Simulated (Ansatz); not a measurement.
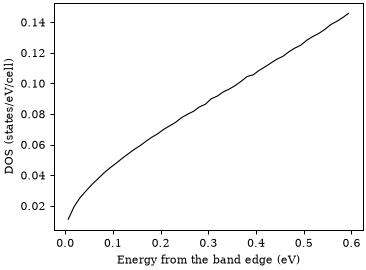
Figure. Density of states of BeS (F-43m) above the conduction band minimum, HSE06, rigid bands (Ansatz, a first-principles code); cell volume 28.3 Å³.

### Question
What effective density of states at 300 K does this give (∫ g(E) exp(−E/k_BT) dE, both spins, divided by the cell's size)?

### Answer
1.9e19 cm⁻³, a density-of-states mass of 0.83 mₑ, valleys and band degeneracy included.

Spin-orbit coupling is left out. Geometry: cell and atoms relaxed with PBEsol.
